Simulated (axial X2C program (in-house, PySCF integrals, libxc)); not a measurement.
# Linear FTeF⁺ at several levels

Aim: the two bond lengths and stretching wavenumbers of linear FTeF⁺, with and without spin–orbit coupling, at PBE0, HF, BHandHLYP, MP2.

Method: all-electron X2C, two-component (2c) or spin-free, F dyall-av3z, Te dyall-v3z; program: an in-house X2C program for linear molecules on PySCF integrals.

All values are calculated.

2 further runs of the same task are left out: 2 set aside as unsound or not needed.

## 1. Set-up

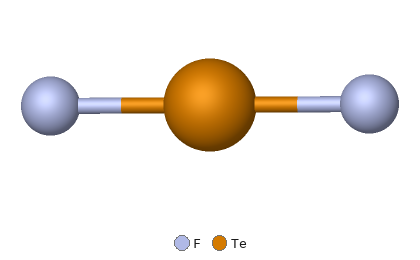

The atoms on one line, bonds 2.000 and 2.000 Å (fluorine light blue, tellurium orange).

task.json

```json
{"zs": [9, 52, 9], "q": 1, "bas": ["dyall-av3z", "dyall-v3z", "dyall-av3z"], "r0": [2.0, 2.0], "symm": 1, "scan": ["PBE0", "HF", "BHandHLYP"], "levels": ["PBE0", "HF", "LDA"], "nst": 2}
```

Keys: zs atomic numbers; q charge; bas basis sets; r0 starting distance in Å; symm equal bonds; scan levels of the two-bond scan (MP2 follows by itself at each HF point); levels methods; nst determinants followed.

Run with:

```bash
$ python solin.py task.json out
```

Masses F 18.998, Te 129.906, F 18.998 u.

## 2. Scan at PBE0, 2c

State: Ω = 1/2 (beyond evenly filled blocks: ω = 1/2). Energies above the lowest point, from the job's result record:

```tsv
r(F–Te) (Å)	r(Te–F) (Å)	E (meV)
1.8583	1.8583	67.87
1.8583	1.9060	30.42
1.8583	1.9536	51.97
1.9060	1.8583	30.42
1.9060	1.9060	0.00
1.9060	1.9536	28.09
1.9060	2.0013	102.10
1.9536	1.8583	51.97
1.9536	1.9060	28.09
1.9536	1.9536	62.25
2.0013	1.9060	102.10
2.0013	2.0013	226.80
```

A quadratic surface with cubic terms in each bond gives the minimum at 1.905 and 1.905 Å, force constants 4.12, 4.12 and coupling 0.43 mdyn/Å.

## 3. Scan at HF, 2c

State: Ω = 1/2 (beyond evenly filled blocks: ω = 1/2). Energies above the lowest point, from the job's result record:

```tsv
r(F–Te) (Å)	r(Te–F) (Å)	E (meV)
1.8583	1.8583	0.00
1.8583	1.9060	10.86
1.8583	1.9536	79.59
1.9060	1.8583	10.86
1.9060	1.9060	30.73
1.9060	1.9536	107.93
1.9060	2.0013	230.21
1.9536	1.8583	79.59
1.9536	1.9060	107.93
1.9536	1.9536	193.09
2.0013	1.9060	230.21
2.0013	2.0013	459.61
```

A quadratic surface with cubic terms in each bond gives the minimum at 1.871 and 1.871 Å, force constants 4.66, 4.66 and coupling 0.56 mdyn/Å.

## 4. Scan at BHandHLYP, 2c

State: Ω = 1/2 (beyond evenly filled blocks: ω = 1/2). Energies above the lowest point, from the job's result record:

```tsv
r(F–Te) (Å)	r(Te–F) (Å)	E (meV)
1.8583	1.8583	23.89
1.8583	1.9060	8.09
1.8583	1.9536	51.35
1.9060	1.8583	8.09
1.9060	1.9060	0.00
1.9060	1.9536	50.43
1.9060	2.0013	146.93
1.9536	1.8583	51.35
1.9536	1.9060	50.43
1.9536	1.9536	107.54
2.0013	1.9060	146.93
2.0013	2.0013	318.74
```

A quadratic surface with cubic terms in each bond gives the minimum at 1.890 and 1.890 Å, force constants 4.41, 4.41 and coupling 0.47 mdyn/Å.

## 5. Comparison

| level | r(F–Te) (Å) | r(Te–F) (Å) | lower stretch (cm⁻¹) | upper stretch (cm⁻¹) |
| --- | --- | --- | --- | --- |
| PBE0, 2c | 1.905 | 1.905 | 637.3 | 652.7 |
| HF, 2c | 1.871 | 1.871 | 683.0 | 688.1 |
| BHandHLYP, 2c | 1.890 | 1.890 | 660.4 | 674.6 |
| MP2, 2c | 1.905 | 1.905 | 645.8 | 672.4 |
| PBE0, spin-free | 1.904 | 1.904 | 637.9 | 651.2 |
| HF, spin-free | 1.869 | 1.869 | 684.6 | 688.9 |
| BHandHLYP, spin-free | 1.888 | 1.888 | 662.0 | 674.8 |
| MP2, spin-free | 1.903 | 1.903 | 645.9 | 670.8 |

Scans not shown above were run alike.

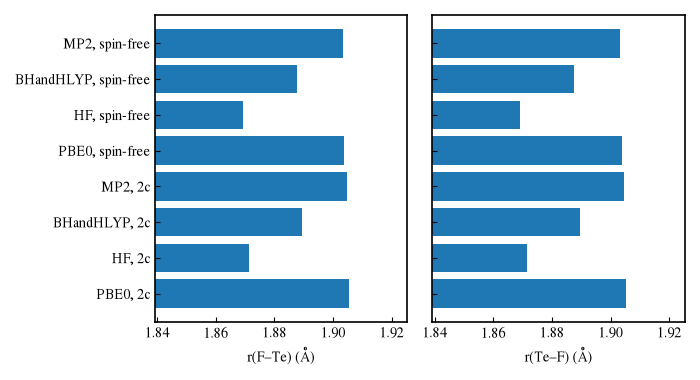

The two bond lengths by level.

In words: Over the levels the F–Te bond spans 1.869 to 1.905 Å and the Te–F bond 1.869 to 1.905 Å. At PBE0 going from spin-free to two-component moves the bonds by +0.002 and +0.002 Å. Each state is one determinant, the lowest of a limited PBE0 search; the stretches come from a fit to few points and are good to some per cent at best. The stretches are sorted by size, and where the two bonds are alike the symmetric and antisymmetric modes can swap order between levels. MP2 freezes inner shells (threshold -2 hartree). The molecule was held linear; bending was not examined, so a bent shape may lie lower. Note: functional without a current term on a determinant with orbital currents, of the molecule or an atom.
